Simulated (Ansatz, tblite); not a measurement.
# SiCl3(NHEt) (C₂H₆Cl₃NSi): one state, many levels, part 2 of 2

How do method and basis change the picture of SiCl3(NHEt) (C₂H₆Cl₃NSi) (singlet)?

Ansatz 0.2.0, Gaussian basis; as each input shows.

**10. PBE0-D4/def2-SVP**

in.yaml reads:

```yaml
crystal:
  periodic: [false, false, false]
  atoms:
    - {symbol: C, position_ang: [-0.737401, -0.381430, -0.634292]}
    - {symbol: C, position_ang: [0.250349, -1.460389, -1.061191]}
    - {symbol: Cl, position_ang: [0.227790, 1.753322, 3.157552]}
    - {symbol: Cl, position_ang: [2.381544, 1.408524, 0.637762]}
    - {symbol: Cl, position_ang: [-0.365702, 3.133931, 0.131077]}
    - {symbol: N, position_ang: [-0.516415, 0.113842, 0.722458]}
    - {symbol: Si, position_ang: [0.375412, 1.496513, 1.128046]}
    - {symbol: H, position_ang: [-0.673729, -0.569112, 1.459926]}
    - {symbol: H, position_ang: [-1.773615, -0.756416, -0.713038]}
    - {symbol: H, position_ang: [-0.680172, 0.481456, -1.319886]}
    - {symbol: H, position_ang: [1.282996, -1.079805, -1.028478]}
    - {symbol: H, position_ang: [0.037754, -1.804351, -2.086054]}
    - {symbol: H, position_ang: [0.191190, -2.336064, -0.393862]}
basis:
  gaussian: {orbitals: def2-SVP, initial_orbitals: start.molden}
hamiltonian: {xc: pbe0, dispersion: d4}
scf: {omitted_lower_state_checks: [starts]}
output: {orbitals: {seedname: orbitals}}
```

The run is started by

```bash
$ ansatz run in.yaml --threads 4 --pin off --events-out ev --progress --plain --max-ram 4787MiB
```

What it wrote:

```text
Functional definition: PBE0
  name "PBE0"
  cite "Adamo & Barone, J. Chem. Phys. 110, 6158 (1999) doi:10.1063/1.478522"
  cite "Perdew, Burke & Ernzerhof, Phys. Rev. Lett. 77, 3865 (1996) doi:10.1103/PhysRevLett.77.3865"
  parent pbe
  parameter a = 0.25
  parameter kappa = 0.804
  parameter beta = 0.06672455060314922
  exchange = (1 - a)*pbe_x(kappa = kappa, mu = beta*pi^2/3) + a*exact_x
  correlation = pbe_c(beta = beta)
these checks for a lower state are left out or cut short: starts
1394 factors; integrals over basis functions are off by at most 1.2e-3 eV
mean field evaluation 1: about -49075.4815 eV, gradient 7.7e0 eV
mean field evaluation 2: about -49075.6454 eV, gradient 1.1e-1 eV
mean field evaluation 4: about -49075.8525 eV, gradient 1.5e-3 eV
mean field -49075.85249630 eV, -1803.5043144315 hartree, gradient 4.0e-5 eV, S^2 0.000000; 0 other end points of the search recorded, 0 dependent functions left out
reference -49075.85252391 eV, -1803.5043154460 hartree; 45, 45 occupied and 99, 99 virtual orbitals, 1394 factors
Total energy: -49076.24018908 eV, -1803.5185618783 hartree
Checks for a lower state left out: starts
```

Wall time 2.7 s (4 threads of Arm Neoverse V2, shared host).

Report: HOMO -7.54 eV, LUMO 0.47 eV.

**11. HF/STO-3G**

in.yaml, as its differences from that of step 10:

```diff
@@ -17,4 +17,4 @@
 basis:
-  gaussian: {orbitals: def2-SVP, initial_orbitals: start.molden}
-hamiltonian: {xc: pbe0, dispersion: d4}
+  gaussian: {orbitals: STO-3G}
+hamiltonian: {xc: hf}
 scf: {omitted_lower_state_checks: [starts]}
```

The command is unchanged.

What it wrote:

```text
Functional definition: HF
  name "HF"
  cite "Fock, Z. Phys. 61, 126 (1930) doi:10.1007/BF01340294"
  parent pbe
  exchange = exact_x
  correlation = 0
these checks for a lower state are left out or cut short: starts
689 factors; integrals over basis functions are off by at most 3.9e-5 eV
mean field evaluation 1: about -48475.5821 eV, gradient 2.9e1 eV
mean field evaluation 2: about -48475.8046 eV, gradient 2.9e1 eV
mean field evaluation 4: about -48479.4746 eV, gradient 1.3e0 eV
mean field evaluation 8: about -48479.4819 eV, gradient 2.0e-5 eV
mean field -48479.48193020 eV, -1781.5881003617 hartree, gradient 9.8e-6 eV, S^2 0.000000; 0 other end points of the search recorded, 0 dependent functions left out
reference -48479.48193020 eV, -1781.5881003617 hartree; 45, 45 occupied and 12, 12 virtual orbitals, 689 factors
Total energy: -48479.48193020 eV, -1781.5881003617 hartree
Checks for a lower state left out: starts
```

Wall time 0.25 s (4 threads of Arm Neoverse V2, shared host).

From the report: HOMO -9.47 eV, LUMO 6.25 eV.

**12. CCSD(T)/def2-SVP**

in.yaml, as its differences from that of step 11:

```diff
@@ -17,4 +17,4 @@
 basis:
-  gaussian: {orbitals: STO-3G}
-hamiltonian: {xc: hf}
+  gaussian: {orbitals: def2-SVP, initial_orbitals: start.molden}
+correlation: {method: ccsd_t}
 scf: {omitted_lower_state_checks: [starts]}
```

Same command.

What it wrote:

```text
Functional definition: HF
  name "HF"
  cite "Fock, Z. Phys. 61, 126 (1930) doi:10.1007/BF01340294"
  parent pbe
  exchange = exact_x
  correlation = 0
these checks for a lower state are left out or cut short: starts
1394 factors; integrals over basis functions are off by at most 1.2e-3 eV
mean field evaluation 1: about -48998.0093 eV, gradient 2.6e1 eV
mean field evaluation 2: about -48998.9888 eV, gradient 8.6e-1 eV
mean field evaluation 4: about -48998.9990 eV, gradient 4.0e-2 eV
mean field evaluation 8: about -48998.9990 eV, gradient 1.1e-6 eV
mean field -48998.99903345 eV, -1800.6800017650 hartree, gradient 1.1e-6 eV, S^2 0.000000; 0 other end points of the search recorded, 0 dependent functions left out
23 core orbitals not correlated: weight in the atoms' cores, before any rotation towards them, 1.000 or more for the frozen orbitals, at most 0.000 for the correlated occupied ones
reference -48998.99903345 eV, -1800.6800017650 hartree; 22, 22 occupied and 99, 99 virtual orbitals, 1394 factors
second order -25.60687273 eV of doubles, -0.00000000 eV of singles
cycle   1  -26.91801431 eV  change    -1.3e0 eV  update   9.8e-2
cycle   2  -27.48374082 eV  change   -5.7e-1 eV  update   2.7e-2
cycle   3  -27.58624979 eV  change   -1.0e-1 eV  update   1.2e-2
cycle   4  -27.58469888 eV  change    1.6e-3 eV  update   2.6e-3
cycle   5  -27.58479075 eV  change   -9.2e-5 eV  update   9.2e-4
cycle   6  -27.58467486 eV  change    1.2e-4 eV  update   2.9e-4
cycle   7  -27.58458875 eV  change    8.6e-5 eV  update   1.0e-4
cycle   8  -27.58461035 eV  change   -2.2e-5 eV  update   3.3e-5
perturbative correction -0.71900665 eV, -0.0264230070 hartree
Total energy: -49027.30265046 eV, -1801.7201405050 hartree
Checks for a lower state left out: starts
```

Run time: 25 s. Hardware: 4 threads of Arm Neoverse V2, shared host; peak memory 1 GiB.

Hartree-Fock HOMO -11.05 eV, LUMO 4.25 eV; T1 0.009.

**13. MP2/def2-TZVP**

in.yaml, as its differences from that of step 12:

```diff
@@ -17,4 +17,4 @@
 basis:
-  gaussian: {orbitals: def2-SVP, initial_orbitals: start.molden}
-correlation: {method: ccsd_t}
+  gaussian: {orbitals: def2-TZVP, initial_orbitals: start.molden}
+correlation: {method: mp2}
 scf: {omitted_lower_state_checks: [starts]}
```

The command is unchanged.

What it wrote:

```text
Functional definition: HF
  name "HF"
  cite "Fock, Z. Phys. 61, 126 (1930) doi:10.1007/BF01340294"
  parent pbe
  exchange = exact_x
  correlation = 0
these checks for a lower state are left out or cut short: starts
1758 factors; integrals over basis functions are off by at most 1.2e-3 eV
mean field evaluation 1: about -49017.2055 eV, gradient 4.7e1 eV
mean field evaluation 2: about -49018.3511 eV, gradient 1.5e0 eV
mean field evaluation 4: about -49018.8416 eV, gradient 1.4e-2 eV
mean field evaluation 8: about -49018.8417 eV, gradient 1.7e-6 eV
mean field -49018.84168739 eV, -1801.4092058474 hartree, gradient 8.3e-7 eV, S^2 0.000000; 0 other end points of the search recorded, 0 dependent functions left out
23 core orbitals not correlated: weight in the atoms' cores, before any rotation towards them, 1.000 or more for the frozen orbitals, at most 0.000 for the correlated occupied ones
reference -49018.84168739 eV, -1801.4092058474 hartree; 22, 22 occupied and 232, 232 virtual orbitals, 1758 factors
second order -32.97832452 eV of doubles, -0.00000000 eV of singles
Total energy: -49051.82001191 eV, -1802.6211369199 hartree
Checks for a lower state left out: starts
```

Wall time 6.5 s (4 threads of Arm Neoverse V2, shared host); peak memory 0.82 GiB.

Hartree-Fock HOMO -11.02 eV, LUMO 3.38 eV.

**14. Comparison**

| level | functions | HOMO (eV) | LUMO (eV) | gap (eV) | time |
| --- | --- | --- | --- | --- | --- |
| HF/STO-3G | 57 | -9.47 | 6.25 | 15.71 | 0.25 s |
| HF/def2-TZVP | 277 | -11.02 | 3.38 | 14.39 | 5 s |
| PBE-D4/def2-SVP | 144 | -6.06 | -0.53 | 5.53 | 1.8 s |
| PBE-D4/def2-TZVP | 277 | -6.22 | -0.97 | 5.26 | 4.4 s |
| r2SCAN-D4/def2-TZVP | 277 | -6.52 | -0.57 | 5.95 | 8.5 s |
| PBE0-D4/def2-SVP | 144 | -7.54 | 0.47 | 8.01 | 2.7 s |
| PBE0-D4/def2-TZVP | 277 | -7.62 | 0.05 | 7.67 | 7 s |
| LC-ωPBE/def2-TZVP | 277 | -10.42 | 2.44 | 12.86 | 4.9 s |
| ωB97X-V/def2-TZVP | 277 | -10.05 | 2.28 | 12.33 | 15 s |

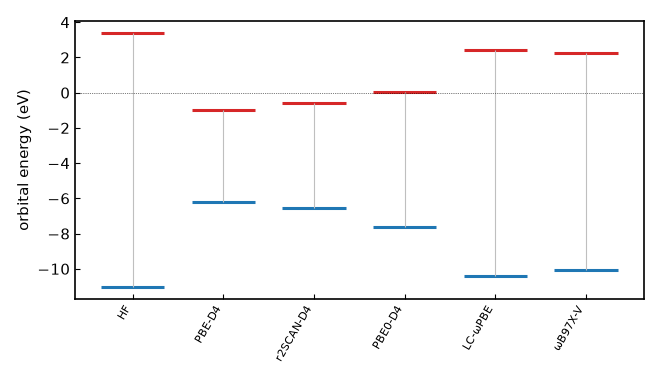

Highest filled (blue) and lowest empty (red) level in def2-TZVP.

Energy pieces by basis (eV):

```
    basis           HF  MP2 correlation  CCSD correlation      (T)              total
 def2-SVP  -48998.9990         -25.6069          -27.5846  -0.7190        -49027.3027
def2-TZVP  -49018.8417         -32.9783                             -49051.8200 (MP2)
```

**15. Binding energy**

Free atoms were run apart at each level; binding is atoms less cluster, divided by the number of atoms, without zero-point or spin-orbit terms.

```
             method  binding an atom (eV)  from CCSD(T)/def2-SVP (eV)    time
          HF/STO-3G                 3.307                      -0.290  0.25 s
        HF/def2-SVP                 2.818                      -0.779        
       HF/def2-TZVP                 2.808                      -0.789     5 s
    PBE-D4/def2-SVP                 3.929                      +0.332   1.8 s
   PBE-D4/def2-TZVP                 3.920                      +0.323   4.4 s
r2SCAN-D4/def2-TZVP                 3.856                      +0.259   8.5 s
   PBE0-D4/def2-SVP                 3.870                      +0.273   2.7 s
  PBE0-D4/def2-TZVP                 3.865                      +0.268     7 s
  LC-ωPBE/def2-TZVP                 3.819                      +0.222   4.9 s
  ωB97X-V/def2-TZVP                 3.863                      +0.266    15 s
       MP2/def2-SVP                 3.657                      +0.060        
      MP2/def2-TZVP                 3.779                      +0.182   6.5 s
      CCSD/def2-SVP                 3.556                      -0.041        
   CCSD(T)/def2-SVP                 3.597                           0    25 s
```

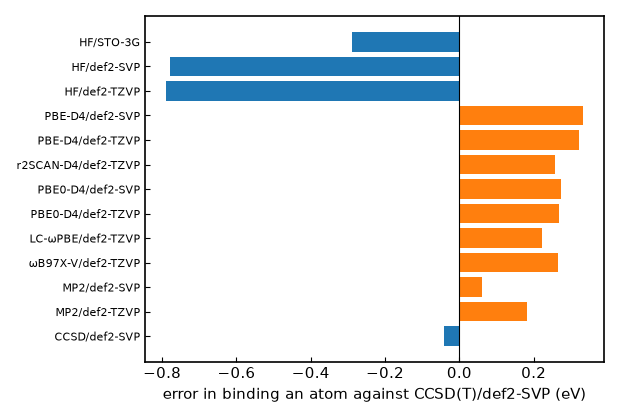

Deviations from CCSD(T)/def2-SVP, method by method.

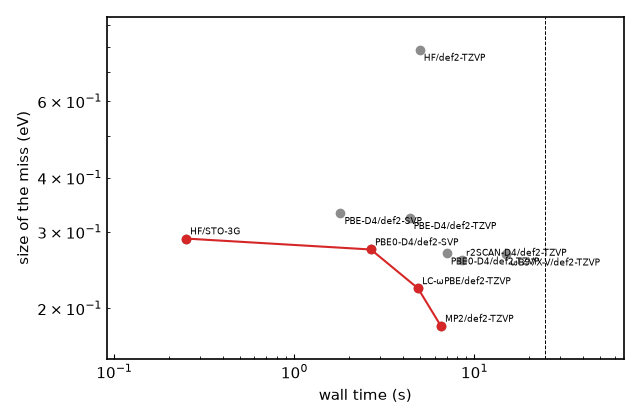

Accuracy for the time spent; red marks the levels that beat every quicker one drawn (of those quicker than the yardstick), and the dashed line is the time of CCSD(T)/def2-SVP. Times are from a shared host.

**16. What came out**

The summary covers parts 1 to 2.

| quantity | value |
| --- | --- |
| gap in def2-TZVP, named functionals and Hartree-Fock, smallest and largest | 5.26 eV (PBE-D4), 14.39 eV (HF) |
| correlation energy, CCSD(T)/def2-SVP | -28.30 eV |
| correlation energy, MP2/def2-TZVP | -32.98 eV |
| binding an atom, CCSD(T)/def2-SVP | 3.597 eV |
| PBE0 total energy, smallest basis above largest | 19.87 eV (def2-SVP, def2-TZVP) |

In words: Orbital gaps of the named functionals and Hartree-Fock in def2-TZVP span 5.26 eV (PBE-D4) to 14.39 eV (HF); exact exchange widens it. A small miss in a minimal or small basis is a cancelling of errors, not accuracy. The functionals in def2-TZVP miss CCSD(T)/def2-SVP by +0.222 (LC-ωPBE) to +0.323 eV (PBE-D4) an atom. The yardstick is in a double-zeta basis, so levels in larger sets aren't compared like for like. The reference is CCSD(T) in one finite basis, so it carries an error of its own, often a tenth of an eV or more, and near misses can't be ranked.

MP2/def2-TZVP reaches 0.182 eV from the reference in 6.5 s, where CCSD(T)/def2-SVP took 25 s; the quickest level in the cost chart, HF/STO-3G, takes 0.25 s and misses by 0.290 eV. The slowest run with a step of its own, CCSD(T)/def2-SVP, took 25 s; the quickest functional in def2-TZVP took 4.4 s (shared host).
